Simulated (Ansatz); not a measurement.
**PbSb (SbPb-type): the equilibrium volume**

At what volume is PbSb (SbPb-type) free of pressure?

Program: Ansatz 0.2.0. Level of theory: DFT PBEsol, scalar-relativistic, plane waves, PAW. These are calculated values, not measurements.

1 further run of the same task is left out (it didn't finish).

### Step 1. The structure to begin with

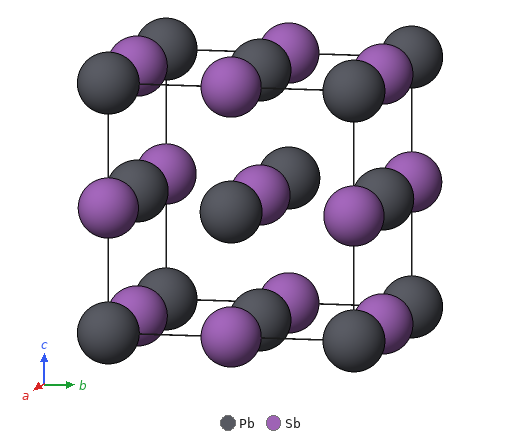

Start, viewed slightly off an axis; lead dark grey, antimony purple. Atoms on the faces are drawn again on the opposite ones. The cell drawn here is the conventional one.

Structure file:

```
Pb Sb
1.0
     0.00000    3.16124    3.16124
     3.16124    0.00000    3.16124
     3.16124    3.16124    0.00000
Pb Sb
1 1
Direct
  0.00000 0.00000 0.00000
  0.50000 0.50000 0.50000
```

### Step 2. The first run

Input file input.yaml:

```yaml
crystal:
  lattice:
    - [0.0, 3.16124331, 3.16124331]
    - [3.16124331, 0.0, 3.16124331]
    - [3.16124331, 3.16124331, 0.0]
  atoms:
    - { symbol: Pb, position: [0.0, 0.0, 0.0] }
    - { symbol: Sb, position: [0.5, 0.5, 0.5] }
basis:
  ecutwfc: 420
  ecutrho_ratio: 4
kpoints:
  mp_grid: { grid: [10, 10, 10] }
hamiltonian:
  xc: pbesol
scf:
  occupations: { method: gaussian, width: 0.05 }
output:
  forces: true
  stress: true
  eigenvalues: true
```

Command:

```sh
ansatz run input.yaml --threads 8 --pin off --max-ram 15360MiB --backend cpu --events-out ev --progress --plain --runs-dir out
```

Log, shortened:

```text
Warning: RAYON_NUM_THREADS=8 ignored (pool sized by the plan → 8); use --threads N
[...]
Pseudopotentials: kind: paw
Pseudopotential: Pb, paw, valence charge 14, recommended cutoff 420 eV (normal), Pb.paw.azcp
Pseudopotential: Sb, paw, valence charge 15, recommended cutoff 420 eV (normal), Sb.paw.azcp
Functional definition: PBEsol
[...]
Crystal: 2 atoms, lattice volume = 63.184 Å³
Basis set: ecut = 420 eV, 1243 PW (Γ), exchange–correlation on 60×60×60 points (8 copies of the dense FFT grid, shifted against one another)
Bands: 19, of which v1, the nominal top of the filled ones, is band 15 counted from 1 (14 counted from 0)
Symmetry: 48 space group operations
Space group: Fm-3m (ITA 225), of the structure as read, at distance tolerance 4.0e-5 Å
k-points: 47 of 1000
[...]
SCF iter   1: F=—  HF=-18162.857494 eV  |F-HF|=—  |Δ(HF+E_count)|=         —  Δρ=2.53e-3  dr2=4.90e-3  ethr=1.77e-3  ⟨swp⟩=6.6  Hψ=4695  notcnv=0
[...]
SCF iter   6: F=-18162.853454 eV  HF=-18162.853455 eV  |F-HF|=4.30e-8  |Δ(HF+E_count)|=   3.40e-7  Δρ=9.76e-6  dr2=4.22e-8  ethr=3.45e-10  ⟨swp⟩=7.4  Hψ=4726  notcnv=0
[...]
SCF converged after 6 iterations
Free energy (F): -18162.853454 eV
[...]
E sigma→0 (E₀):  -18162.853068 eV
Entropy (-TS):   -0.000773 eV (-0.387 meV/atom)
Fermi energy:    9.260235 eV
[...]
--- Forces (eV/Å), atoms counted from 1 ---
  atom   1  Pb    -0.00000000     0.00000000     0.00000000
  atom   2  Sb     0.00000000     0.00000000     0.00000000
[...]
--- Stress (GPa, compression-positive) ---
       -1.434592      -0.000000      -0.000000
       -0.000000      -1.434592      -0.000000
        0.000000      -0.000000      -1.434592
  P = ⅓ Tr σ = -1.4346 GPa (-14.346 kbar)
--- Band table (eV; the first three rows and the last of 47) ---
  k-point 0: bands = ["-19.3269", "-19.3269", "-19.3161", "-19.3161", "-19.3161", "-7.3790", "-7.3790", "-7.3590", "-7.3590", "-7.3590", "-2.3365", "5.2000", "8.6479", "8.6479", "8.6479", "13.8382", "13.8382", "13.8382", "15.1421"]
[...]
```

It took 0.29 s on 8 threads of AMD EPYC 9R45 (Zen 5), shared host; peak memory 0.49 GiB.

In short: volume 31.592 Å³/atom, pressure -1.43 GPa, no gap.

### Step 3. Volume 31.290 Å³/atom

Changes to input.yaml since step 2:

```diff
@@ -2,5 +2,5 @@
   lattice:
-    - [0.0, 3.16124331, 3.16124331]
-    - [3.16124331, 0.0, 3.16124331]
-    - [3.16124331, 3.16124331, 0.0]
+    - [0.0, 3.1511330204, 3.1511330204]
+    - [3.1511330204, 0.0, 3.1511330204]
+    - [3.1511330204, 3.1511330204, 0.0]
   atoms:
```

Command:

```sh
ansatz run input.yaml --threads 8 --pin off --max-ram 15360MiB --backend cpu --events-out ev --progress --plain --runs-dir out
```

Log, shortened:

```text
Warning: RAYON_NUM_THREADS=8 ignored (pool sized by the plan → 8); use --threads N
[...]
[... 4 set-up lines as earlier in the session ...]
[...]
Crystal: 2 atoms, lattice volume = 62.579 Å³
Basis set: ecut = 420 eV, 1243 PW (Γ), exchange–correlation on 60×60×60 points (8 copies of the dense FFT grid, shifted against one another)
Bands: 19, of which v1, the nominal top of the filled ones, is band 15 counted from 1 (14 counted from 0)
[... 2 set-up lines as earlier in the session ...]
k-points: 47 of 1000
[...]
SCF iter   1: F=—  HF=-18162.861955 eV  |F-HF|=—  |Δ(HF+E_count)|=         —  Δρ=2.55e-3  dr2=4.80e-3  ethr=1.77e-3  ⟨swp⟩=6.6  Hψ=4702  notcnv=0
[...]
SCF iter   6: F=-18162.858062 eV  HF=-18162.858062 eV  |F-HF|=3.65e-8  |Δ(HF+E_count)|=   3.26e-7  Δρ=9.55e-6  dr2=3.61e-8  ethr=3.45e-10  ⟨swp⟩=5.1  Hψ=4753  notcnv=0
[...]
SCF converged after 6 iterations
Free energy (F): -18162.858062 eV
[...]
E sigma→0 (E₀):  -18162.857717 eV
Entropy (-TS):   -0.000689 eV (-0.345 meV/atom)
Fermi energy:    9.401643 eV
[...]
--- Forces (eV/Å), atoms counted from 1 ---
  atom   1  Pb    -0.00000000     0.00000000     0.00000000
  atom   2  Sb     0.00000000    -0.00000000    -0.00000000
[...]
--- Stress (GPa, compression-positive) ---
       -1.006584      -0.000000       0.000000
        0.000000      -1.006584       0.000000
        0.000000       0.000000      -1.006584
  P = ⅓ Tr σ = -1.0066 GPa (-10.066 kbar)
--- Band table (eV; the first three rows and the last of 47) ---
  k-point 0: bands = ["-19.1978", "-19.1978", "-19.1865", "-19.1865", "-19.1865", "-7.2475", "-7.2475", "-7.2269", "-7.2269", "-7.2269", "-2.2646", "5.3964", "8.7762", "8.7762", "8.7762", "14.0075", "14.0075", "14.0075", "15.2853"]
[...]
```

Run time: 0.3 s. Hardware: 8 threads of AMD EPYC 9R45 (Zen 5), shared host; peak memory 0.51 GiB.

Read off: volume 31.290 Å³/atom, pressure -1.01 GPa, no gap.

### Step 4. Volume 30.637 Å³/atom

Changes to input.yaml since step 3:

```diff
@@ -2,5 +2,5 @@
   lattice:
-    - [0.0, 3.1511330204, 3.1511330204]
-    - [3.1511330204, 0.0, 3.1511330204]
-    - [3.1511330204, 3.1511330204, 0.0]
+    - [0.0, 3.1290623436, 3.1290623436]
+    - [3.1290623436, 0.0, 3.1290623436]
+    - [3.1290623436, 3.1290623436, 0.0]
   atoms:
```

Command:

```sh
ansatz run input.yaml --threads 8 --pin off --max-ram 15360MiB --backend cpu --events-out ev --progress --plain --runs-dir out
```

Log, shortened:

```text
Warning: RAYON_NUM_THREADS=8 ignored (pool sized by the plan → 8); use --threads N
[...]
[... 4 set-up lines as earlier in the session ...]
[...]
Crystal: 2 atoms, lattice volume = 61.273 Å³
Basis set: ecut = 420 eV, 1243 PW (Γ), exchange–correlation on 60×60×60 points (8 copies of the dense FFT grid, shifted against one another)
Bands: 19, of which v1, the nominal top of the filled ones, is band 15 counted from 1 (14 counted from 0)
[... 1 set-up line as earlier in the session ...]
Space group: Fm-3m (ITA 225), of the structure as read, at distance tolerance 3.9e-5 Å
k-points: 47 of 1000
[...]
SCF iter   1: F=—  HF=-18162.866091 eV  |F-HF|=—  |Δ(HF+E_count)|=         —  Δρ=2.54e-3  dr2=4.55e-3  ethr=1.77e-3  ⟨swp⟩=6.5  Hψ=4707  notcnv=0
[...]
SCF iter   6: F=-18162.862210 eV  HF=-18162.862210 eV  |F-HF|=5.24e-8  |Δ(HF+E_count)|=   3.72e-7  Δρ=1.07e-5  dr2=5.02e-8  ethr=3.45e-10  ⟨swp⟩=5.5  Hψ=4629  notcnv=0
[...]
SCF converged after 6 iterations
Free energy (F): -18162.862210 eV
[...]
E sigma→0 (E₀):  -18162.861914 eV
Entropy (-TS):   -0.000592 eV (-0.296 meV/atom)
Fermi energy:    9.717231 eV
[...]
--- Forces (eV/Å), atoms counted from 1 ---
  atom   1  Pb    -0.00000000     0.00000000    -0.00000000
  atom   2  Sb     0.00000000    -0.00000000    -0.00000000
[...]
--- Stress (GPa, compression-positive) ---
        0.009657      -0.000000       0.000000
        0.000000       0.009657       0.000000
        0.000000       0.000000       0.009657
  P = ⅓ Tr σ = 0.0097 GPa (0.097 kbar)
--- Band table (eV; the first three rows and the last of 47) ---
  k-point 0: bands = ["-18.9103", "-18.9103", "-18.8979", "-18.8979", "-18.8979", "-6.9556", "-6.9556", "-6.9337", "-6.9337", "-6.9337", "-2.1049", "5.8348", "9.0622", "9.0622", "9.0622", "14.3836", "14.3836", "14.3836", "15.6043"]
[...]
```

Run time: 0.3 s. Hardware: 8 threads of AMD EPYC 9R45 (Zen 5), shared host; peak memory 0.5 GiB.

Read off: volume 30.637 Å³/atom, pressure 0.01 GPa, no gap.

### Step 5. Pressure against volume so far

```tsv
step	level	mesh	relaxed	volume (Å³/atom)	pressure (GPa)
2	PBEsol	10×10×10	nothing	31.592	-1.43
3	PBEsol	10×10×10	nothing	31.290	-1.01
4	PBEsol	10×10×10	nothing	30.637	0.01
```

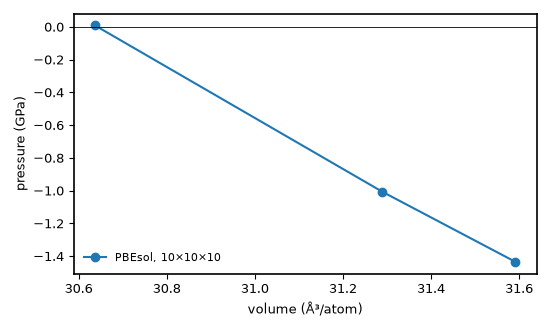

Pressure against volume, run by run.

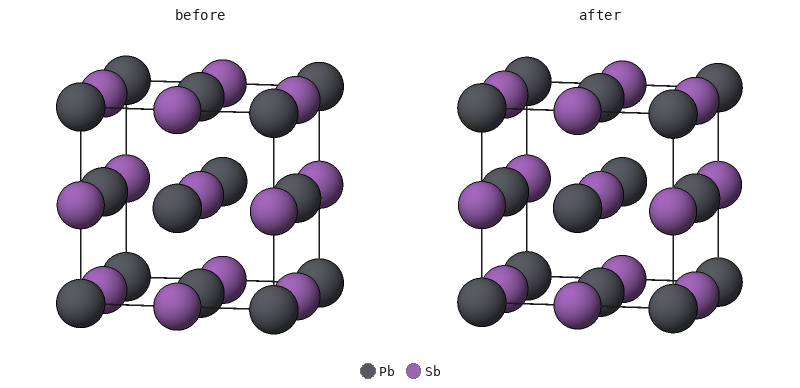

Before and after, drawn at the same scale. Drawn in the start's conventional cell.

How the cell compares, before and after:

| cell as typed | before | after | change |
| --- | --- | --- | --- |
| a (Å) | 4.471 | 4.425 | -1.0 % |
| b (Å) | 4.471 | 4.425 | -1.0 % |
| c (Å) | 4.471 | 4.425 | -1.0 % |
| volume (Å³/atom) | 31.592 | 30.637 | -3.0 % |
| shortest distance (Å) | 3.161 | 3.129 | -1.0 % |
| space group | Fm-3m | Fm-3m | same |

### Step 6. Results

| quantity | value |
| --- | --- |
| volume | 30.637 Å³/atom |
| pressure | 0.01 GPa |
| conventional cell | a = 6.258 Å, b = 6.258 Å, c = 6.258 Å, α = 90.00°, β = 90.00°, γ = 90.00° |
| gap on the mesh | none (metal) |

What this shows: From the first run shown, the volume went from 31.59 to 30.64 Å³/atom (-3.0 %) in 3 runs, where the pressure is zero within 0.01 GPa. Spin–orbit coupling is left out, though the cell holds Pb; in elements this heavy it can shift levels and gaps by tenths of an eV.
